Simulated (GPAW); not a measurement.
# SiH2SF (SMILES F[SiH2][S]): URPBE/plane waves (scalar-relativistic datasets, plane-wave cutoff 400 eV, max step 0.1)

Aim: a structure relaxation of SiH2SF. The job is set up through an ASE script.

Program for the calculation: GPAW 26.7.0.

3 further runs of the same task are left out: 1 that didn't finish, 2 set aside as unsound or not needed.

### 1 The molecule

SiH2SF has 5 atoms, charge 0, and is taken as a doublet. As SMILES, `F[SiH2][S]`. The shape is built from the SMILES string. The run starts from this shape.

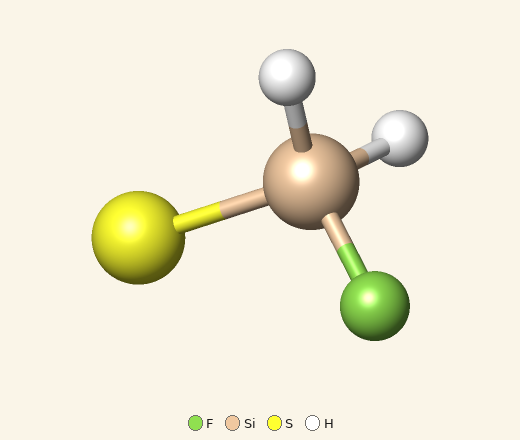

The structure, seen from a chosen angle (fluorine green, silicon light orange, sulfur yellow, hydrogen white).

### 2 A structure relaxation at URPBE/plane waves (scalar-relativistic datasets, plane-wave cutoff 400 eV, max step 0.1)

File run.py:

```python
from ase import Atoms
from ase.io import write
from ase.optimize import LBFGS
from gpaw import GPAW, PW
from rdkit import Chem
from rdkit.Chem import AllChem

rd = Chem.AddHs(Chem.MolFromSmiles('F[SiH2][S]'))
AllChem.EmbedMolecule(rd, randomSeed=45)
AllChem.UFFOptimizeMolecule(rd)
atoms = Atoms([a.GetSymbol() for a in rd.GetAtoms()], positions=rd.GetConformer().GetPositions())
write('start.xyz', atoms)
atoms.set_cell([13.0, 13.0, 13.0])
atoms.center()
atoms.set_initial_magnetic_moments([1.0, 0.0, 0.0, 0.0, 0.0])

dft = GPAW(mode=PW(400),
           xc='RPBE',
           occupations={'name': 'fermi-dirac', 'width': 0.0, 'fixmagmom': True},
           maxiter=120,
           symmetry='off',
           txt='-')
atoms.calc = dft

opt = LBFGS(atoms, trajectory='run.traj', maxstep=0.1)
converged = opt.run(fmax=0.02, steps=100)
print('Converged:', converged)
print(f'Final energy: {atoms.get_potential_energy():.5f} eV')
write('relaxed.xyz', atoms)
```

The run is started by

```bash
python run.py
```

What it wrote:

```text
[00:00:00] UFFTYPER: Unrecognized charge state for atom: 2
[00:00:00] UFFTYPER: Unrecognized charge state for atom: 2
  __  _  _
 | _ |_)|_||  |
 |__||  | ||/\| - 26.7.0

units:  Angstrom and eV
cores:  1
OpenMP: False

Versions:
  Python: 3.12.14
  ASE:    3.29.0
  Numpy:  2.5.5
  Scipy:  1.18.1
  Libxc:  7.0.0

        _gpaw.cpython-312-aarch64-linux-gnu.so

Input parameters:
  mode=PW(ecut=400.0),
  maxiter=120,
  occupations=Occupations(name='fermi-dirac', width=0.0, fixmagmom=True),
  symmetry=Symmetry(point_group=False, time_reversal=False),
  xc=XC(name='RPBE')

Diagonalizing LCAO Hamiltonian
Converting LCAO to pw mode
         .-------------------------------.
        /|                               |
       / |                               |
      /  |                               |
     /   |                               |
    /    |                               |
   /     |                               |
  /      |                               |
 *       |                               |
 |       |                               |
 |       |                               |
 |       |        H                      |
 |       |         Si    S               |
 |       |                               |
 |       |        H                      |
 |       |                               |
 |       .-------------------------------.
 |      /                               /
 |     /                               /
 |    /                               /
 |   /                               /
 |  /                               /
 | /                               /
 |/                               /
 *-------------------------------*

Atoms  # Å, Bohr magnetons
|   | symbol |        x |        y |        z |    initial magnetic moments |
|---|--------|----------|----------|----------|-----------------------------|
| 0 |      F | 5.060684 | 7.654283 | 6.369246 | ( 0.0000,  0.0000,  1.0000) |
| 1 |     Si | 5.853274 | 6.169071 | 6.466054 | ( 0.0000,  0.0000,  0.0000) |
| 2 |      S | 7.939316 | 6.485331 | 6.489774 | ( 0.0000,  0.0000,  0.0000) |
| 3 |      H | 5.495537 | 5.345717 | 5.301335 | ( 0.0000,  0.0000,  0.0000) |
| 4 |      H | 5.448394 | 5.476830 | 7.698665 | ( 0.0000,  0.0000,  0.0000) |

Unit cell  # Å
| periodic |         x |         y |         z |   lengths |    angles |
|----------|-----------|-----------|-----------|-----------|-----------|
|       no | 13.000000 |  0.000000 |  0.000000 | 13.000000 | 90.000000 |
|       no |  0.000000 | 13.000000 |  0.000000 | 13.000000 | 90.000000 |
|       no |  0.000000 |  0.000000 | 13.000000 | 13.000000 | 90.000000 |

Number of symmetries: 1
Symmetry operations  # r_c * U_cc + t_c -> r_c
|   | kind |            matrix            |
|---|------|------------------------------|
| 0 |  E   |  1, 0, 0,  0, 1, 0,  0, 0, 1 |

BZ-sampling:
  Number of BZ points: 1
  Number of IBZ points: 1

  Monkhorst-Pack size: [1, 1, 1]
  Monkhorst-Pack shift: [0, 0, 0]

K-points  # in reciprocal-cell coordinates
|   |                                coordinates |     weight |
|---|--------------------------------------------|------------|
| 0 | (  0.00000000,   0.00000000,   0.00000000) | 1.00000000 |

Plane wave coefficients: 19924
Cutoff: 400.0 eV

Spin-components: 2 (collinear spins)
Bands:           14
Projectors:      21
Spin-degeneracy: 1
Datatype:        float64

  Storage: CPU
  Wave functions: 8_925_952 bytes (8_925_952 per core)
  Projectors: 10_201_088 bytes (10_201_088 per core)

Parallelization:
  kpt:    1
  domain: 1
  band:   1

Density:
  Valence electrons: 19.0
  Components: 2
  Grid points: [60 60 60]
  Charge: 0.0  # |e|

Potential:
  Grid points: [60 60 60]

species:
  F:
    name:    Fluorine
    Z:       9.0
    valence: 7
    core:    2
    charge:  0.0  # [|e|]
    file:    F.RPBE.gz
    compensation charges:
      type: gauss
      rc: 0.20  # [Å]
      lmax: 2
    cutoffs:
      filter: 1.14  # [Å]
      core: 0.74  # [Å]
    projectors
    | kind |    occ | energy [eV] | rcut [Å] |
    |------|--------|-------------|----------|
    |   2s |  2.000 |     -29.979 |    0.635 |
    |   2p |  5.000 |     -11.057 |    0.635 |
    |    s |        |      -2.768 |    0.635 |
    |    p |        |      16.154 |    0.635 |
    |    d |        |       0.000 |    0.635 |

    Using partial waves for F as LCAO basis

  Si:
    name:    Silicon
    Z:       14.0
    valence: 4
    core:    10
    charge:  0.0  # [|e|]
    file:    Si.RPBE.gz
    compensation charges:
      type: gauss
      rc: 0.33  # [Å]
      lmax: 2
    cutoffs:
      filter: 1.86  # [Å]
      core: 2.06  # [Å]
    projectors
    | kind |    occ | energy [eV] | rcut [Å] |
    |------|--------|-------------|----------|
    |   3s |  2.000 |     -10.793 |    1.058 |
    |   3p |  2.000 |      -4.075 |    1.058 |
    |    s |        |      16.418 |    1.058 |
    |    p |        |      23.136 |    1.058 |
    |    d |        |       0.000 |    1.058 |

    Using partial waves for Si as LCAO basis

  S:
    name:    Sulfur
    Z:       16.0
    valence: 6
    core:    10
    charge:  0.0  # [|e|]
    file:    S.RPBE.gz
    compensation charges:
      type: gauss
      rc: 0.24  # [Å]
      lmax: 2
    cutoffs:
      filter: 1.77  # [Å]
      core: 1.66  # [Å]
    projectors
    | kind |    occ | energy [eV] | rcut [Å] |
    |------|--------|-------------|----------|
    |   3s |  2.000 |     -17.247 |    0.974 |
    |   3p |  4.000 |      -6.991 |    0.979 |
    |    s |        |       9.964 |    0.974 |
    |    p |        |      20.220 |    0.979 |
    |    d |        |       0.000 |    0.900 |

    Using partial waves for S as LCAO basis

[... 23 lines left out ...]
Reference energy: -21492.871248  # eV
[... 3 lines left out ...]
  Converge bands: occupied
[... 12 lines left out ...]
  Fourier metric: weight=20.0, sigma=0.015
[... 13 lines left out ...]
convergence criteria:
- Maximum [total energy] change in last 3 cyles: 0.0005 eV / valence electron
[... 13 lines left out ...]
Converged in 11 steps
[... 12 lines left out ...]
  Free energy:     -18.985930
[... 2 lines left out ...]
dipole moment: (-0.008562, -0.314831, 0.017086)  # |e|*Ang
[... 86 lines left out ...]
convergence criteria:
- Maximum [total energy] change in last 3 cyles: 0.0005 eV / valence electron
[... 13 lines left out ...]
Converged in 8 steps
[... 12 lines left out ...]
  Free energy:     -19.029605
[... 2 lines left out ...]
dipole moment: (-0.035082, -0.270965, 0.014781)  # |e|*Ang
[... 85 lines left out ...]
convergence criteria:
- Maximum [total energy] change in last 3 cyles: 0.0005 eV / valence electron
[... 13 lines left out ...]
Converged in 8 steps
[... 12 lines left out ...]
  Free energy:     -19.037900
[... 2 lines left out ...]
dipole moment: (-0.042880, -0.250643, 0.014363)  # |e|*Ang
[... 85 lines left out ...]
convergence criteria:
- Maximum [total energy] change in last 3 cyles: 0.0005 eV / valence electron
[... 15 lines left out ...]
Converged in 7 steps
[... 12 lines left out ...]
  Free energy:     -19.042935
[... 2 lines left out ...]
dipole moment: (-0.038482, -0.246831, 0.015291)  # |e|*Ang
[... 85 lines left out ...]
convergence criteria:
- Maximum [total energy] change in last 3 cyles: 0.0005 eV / valence electron
[... 81 lines left out ...]
convergence criteria:
- Maximum [total energy] change in last 3 cyles: 0.0005 eV / valence electron
[... 14 lines left out ...]
Converged in 6 steps
[... 12 lines left out ...]
  Free energy:     -19.074697
[... 2 lines left out ...]
dipole moment: (-0.019061, -0.256036, 0.021775)  # |e|*Ang
[... 85 lines left out ...]
convergence criteria:
- Maximum [total energy] change in last 3 cyles: 0.0005 eV / valence electron
[... 13 lines left out ...]
Converged in 9 steps
[... 12 lines left out ...]
  Free energy:     -19.075079
[... 2 lines left out ...]
dipole moment: (-0.019421, -0.255623, 0.020571)  # |e|*Ang
[... 85 lines left out ...]
convergence criteria:
- Maximum [total energy] change in last 3 cyles: 0.0005 eV / valence electron
[... 15 lines left out ...]
Converged in 7 steps
[... 12 lines left out ...]
  Free energy:     -19.075389
[... 2 lines left out ...]
dipole moment: (-0.017524, -0.254903, 0.019672)  # |e|*Ang
[... 85 lines left out ...]
convergence criteria:
- Maximum [total energy] change in last 3 cyles: 0.0005 eV / valence electron
[... 14 lines left out ...]
Converged in 6 steps
SCF loop duration: 8.286 s (1.381 s/step)
Energy contributions relative to reference atoms: (reference = -21492.871248)

Energy contributions:
  Kinetic:          14.129338
  Coulomb:         -14.887297
  Zero:              0.197811
  External:          0.000000
  Xc:              -18.515375
  Entropy:           0.000000
  Spinorbit:         0.000000
  ----------------------------
  Free energy:     -19.075523
  Extrapolated:    -19.075523

dipole moment: (-0.015322, -0.255169, 0.018970)  # |e|*Ang

Total magnetic moment: (0.000000, 0.000000, 1.000000)

Local magnetic moments
|        x |        y |         z |
|----------|----------|-----------|
| 0.000000 | 0.000000 | -0.002012 |  # F    0
| 0.000000 | 0.000000 | -0.004181 |  # Si   1
| 0.000000 | 0.000000 |  0.457425 |  # S    2
| 0.000000 | 0.000000 |  0.016274 |  # H    3
| 0.000000 | 0.000000 |  0.016981 |  # H    4

Fermi levels: -3.300, -6.114
Eigenvalues  # (at kpt = [0.000, 0.000, 0.000])
| band index |      eig [eV] | occ [0-1] |      eig [eV] | occ [0-1] |
|------------|---------------|-----------|---------------|-----------|
|          0 |       -29.623 |     1.000 |       -29.628 |     1.000 |
|        ... |               |           |               |           |
|          2 |       -13.386 |     1.000 |       -13.255 |     1.000 |
|          3 |       -10.858 |     1.000 |       -10.807 |     1.000 |
|          4 |       -10.546 |     1.000 |       -10.487 |     1.000 |
[... 8 lines of this table left out ...]
|         13 |         0.164 |     0.000 |         0.213 |     0.000 |

Gap: 4.917 eV
Transition (v -> c):
  (s=1, k=0, n=9, [0.00, 0.00, 0.00]) -> (s=0, k=0, n=10, [0.00, 0.00, 0.00])
No difference between direct/indirect transitions
vacuum-level: 0.240  # V

Forces  # eV/Ang
|        x |        y |        z |
|----------|----------|----------|
| -0.00781 |  0.01245 |  0.00635 |  # F    0
|  0.02598 | -0.00367 |  0.00238 |  # Si   1
| -0.02324 |  0.00137 | -0.00966 |  # S    2
|  0.00468 |  0.00097 | -0.00552 |  # H    3
| -0.01562 |  0.00061 |  0.00905 |  # H    4

Force computation time: 0.502  # s
LBFGS:   18 hh:mm:ss      -19.075523        0.026342
         .-------------------------------.
        /|                               |
       / |                               |
      /  |                               |
     /   |                               |
    /    |                               |
   /     |                               |
  /      |                               |
 *       |                               |
 |       |                               |
 |       |                               |
 |       |        H                      |
 |       |        FSi    S               |
 |       |                               |
 |       |        H                      |
 |       |                               |
 |       .-------------------------------.
 |      /                               /
 |     /                               /
 |    /                               /
 |   /                               /
 |  /                               /
 | /                               /
 |/                               /
 *-------------------------------*

Atoms  # Å, Bohr magnetons
|   | symbol |        x |        y |        z |    initial magnetic moments |
|---|--------|----------|----------|----------|-----------------------------|
| 0 |      F | 4.984584 | 7.575629 | 6.282535 | ( 0.0000,  0.0000, -0.0020) |
| 1 |     Si | 5.846690 | 6.191507 | 6.432199 | ( 0.0000,  0.0000, -0.0042) |
| 2 |      S | 7.945949 | 6.452324 | 6.494836 | ( 0.0000,  0.0000,  0.4574) |
| 3 |      H | 5.519768 | 5.342573 | 5.242133 | ( 0.0000,  0.0000,  0.0163) |
| 4 |      H | 5.444208 | 5.555374 | 7.727419 | ( 0.0000,  0.0000,  0.0170) |

Unit cell  # Å
| periodic |         x |         y |         z |   lengths |    angles |
|----------|-----------|-----------|-----------|-----------|-----------|
|       no | 13.000000 |  0.000000 |  0.000000 | 13.000000 | 90.000000 |
|       no |  0.000000 | 13.000000 |  0.000000 | 13.000000 | 90.000000 |
|       no |  0.000000 |  0.000000 | 13.000000 | 13.000000 | 90.000000 |

Initialization done in: 1.018 s

convergence criteria:
- Maximum [total energy] change in last 3 cyles: 0.0005 eV / valence electron
- Maximum integral of absolute [dens]ity change: 0.0001 electrons / valence electron
- Maximum integral of absolute [eigenst]ate change: 4e-08 eV^2 / valence electron
maximum number of iterations: 120

SCF iterations
|iter     |     time |      energy | eigst |  dens |  magmom |
|---------|----------|-------------|-------|-------|---------|
|iter:   1| 00:03:49 |  -19.075564c| -5.45 |       |  +1.0000|
|iter:   2| 00:03:50 |  -19.075562c| -7.17 | -3.53 |  +1.0000|
|iter:   3| 00:03:52 |  -19.075551c| -6.14 | -3.57 |  +1.0000|
|iter:   4| 00:03:53 |  -19.075551c| -7.55c| -3.91 |  +1.0000|
|iter:   5| 00:03:55 |  -19.075551c| -7.91c| -4.16c|  +1.0000|

Converged in 5 steps
SCF loop duration: 6.814 s (1.363 s/step)
Energy contributions relative to reference atoms: (reference = -21492.871248)

Energy contributions:
  Kinetic:          14.155739
  Coulomb:         -14.909139
  Zero:              0.197652
  External:          0.000000
  Xc:              -18.519803
  Entropy:           0.000000
  Spinorbit:         0.000000
  ----------------------------
  Free energy:     -19.075551
  Extrapolated:    -19.075551

dipole moment: (-0.013933, -0.255387, 0.018943)  # |e|*Ang

Total magnetic moment: (0.000000, 0.000000, 1.000000)

Local magnetic moments
|        x |        y |         z |
|----------|----------|-----------|
| 0.000000 | 0.000000 | -0.002011 |  # F    0
| 0.000000 | 0.000000 | -0.004160 |  # Si   1
| 0.000000 | 0.000000 |  0.457202 |  # S    2
| 0.000000 | 0.000000 |  0.016379 |  # H    3
| 0.000000 | 0.000000 |  0.017075 |  # H    4

Fermi levels: -3.301, -6.117
Eigenvalues  # (at kpt = [0.000, 0.000, 0.000])
| band index |      eig [eV] | occ [0-1] |      eig [eV] | occ [0-1] |
|------------|---------------|-----------|---------------|-----------|
|          0 |       -29.618 |     1.000 |       -29.623 |     1.000 |
|        ... |               |           |               |           |
|          2 |       -13.384 |     1.000 |       -13.252 |     1.000 |
|          3 |       -10.855 |     1.000 |       -10.804 |     1.000 |
|          4 |       -10.543 |     1.000 |       -10.483 |     1.000 |
[... 8 lines of this table left out ...]
|         13 |         0.164 |     0.000 |         0.213 |     0.000 |

Gap: 4.921 eV
Transition (v -> c):
  (s=1, k=0, n=9, [0.00, 0.00, 0.00]) -> (s=0, k=0, n=10, [0.00, 0.00, 0.00])
No difference between direct/indirect transitions
vacuum-level: 0.240  # V

Forces  # eV/Ang
|        x |        y |        z |
|----------|----------|----------|
| -0.00408 |  0.00618 |  0.00499 |  # F    0
| -0.00338 | -0.00195 |  0.00346 |  # Si   1
| -0.00329 |  0.00249 | -0.00826 |  # S    2
|  0.00662 |  0.00237 | -0.00386 |  # H    3
| -0.01248 |  0.00177 |  0.00591 |  # H    4

Force computation time: 0.525  # s
LBFGS:   19 hh:mm:ss      -19.075551        0.013922
Converged: True
Final energy: -19.07555 eV
```

Wall time 3.9 min (1 thread of Arm Neoverse V2, shared host); peak memory 0.86 GiB.

The path in brief:

```
step  energy from the first frame kept (eV)  largest force (eV/Å)
   0                                 0.0000                1.5525
   1                                -0.0437                0.5313
   2                                -0.0520                0.3759
   3                                -0.0570                0.3833
   4                                -0.0736                0.4527
   5                                -0.0775                0.3023
   6                                -0.0814                0.1325
   7                                -0.0823                0.1355
   8                                -0.0842                0.1335
   9                                -0.0855                0.1499
  10                                -0.0868                0.1405
  11                                -0.0874                0.0885
  12                                -0.0879                0.0701
  13                                -0.0882                0.0729
  14                                -0.0885                0.0720
  15                                -0.0888                0.0599
  16                                -0.0891                0.0836
  17                                -0.0895                0.0688
  18                                -0.0896                0.0263
  19                                -0.0896                0.0139
```

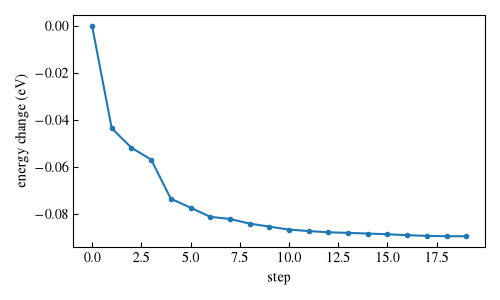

Energy along the run.

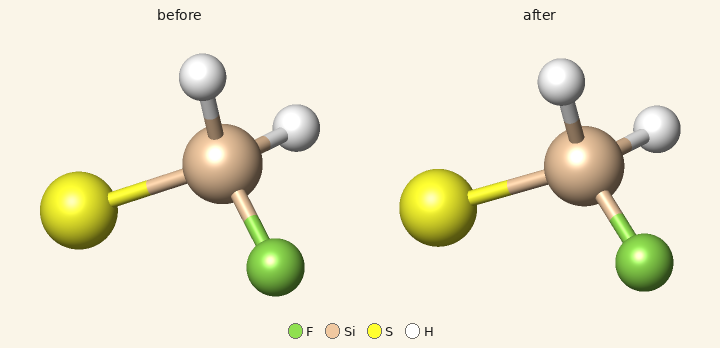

Before and after, at one scale.

After the run. Bond lengths: F1–Si2 1.638 Å, Si2–S3 2.116 Å, Si2–H4 1.498 Å, Si2–H5 1.498 Å. Angles: F1–Si2–S3 114.9°, F1–Si2–H4 106.9°, F1–Si2–H5 107.2°, S3–Si2–H4 108.0°, S3–Si2–H5 107.1°, H4–Si2–H5 112.8°.

### 3 Outcome

Level: URPBE/plane waves (scalar-relativistic datasets, plane-wave cutoff 400 eV, max step 0.1).

| quantity | value |
| --- | --- |
| energy as printed (from the program's reference atoms) | -19.0756 eV |
| dipole moment | 1.23 D |
| HOMO energy (from the vacuum level) | -6.71 eV |
| LUMO energy (from the vacuum level) | -6.00 eV |

**Reading.** At the final geometry: Bond lengths: F1–Si2 1.638 Å, Si2–S3 2.116 Å, Si2–H4 1.498 Å, Si2–H5 1.498 Å. Angles: F1–Si2–S3 114.9°, F1–Si2–H4 106.9°, F1–Si2–H5 107.2°, S3–Si2–H4 108.0°, S3–Si2–H5 107.1°, H4–Si2–H5 112.8°. The optimisation took 19 steps and changed the energy by -0.090 eV.
